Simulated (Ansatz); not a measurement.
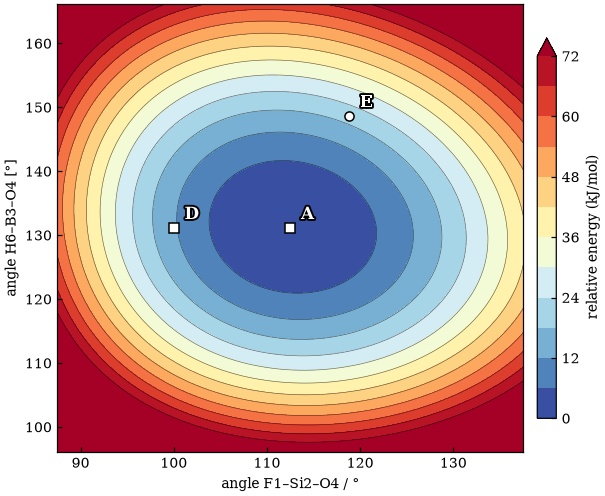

BFH2OSi, SMILES F[SiH]1BO1. 
- The first coordinate is: angle F1–Si2–O4; the second: angle H6–B3–O4.
- Nothing is relaxed (all other coordinates rigid).
- The grid has 9 × 9 points.
- Energies: kJ/mol, counted from the relaxed molecule at the same level.
- All numbers below come from RKS wB97X-V/def2-SVP in Ansatz.

In the figure: filled contours, one colour for all values above the top of the scale, lettered points. Between grid points the surface is interpolated.

**Is E the lowest point of the computed grid?**

No. E lies 20 kJ/mol above the lowest grid point, which is at angle F1–Si2–O4 = 112.5°, angle H6–B3–O4 = 131.1°.

**Rank the lettered points by energy, lowest first.**

A (0 kJ/mol), D (13 kJ/mol), E (20 kJ/mol).
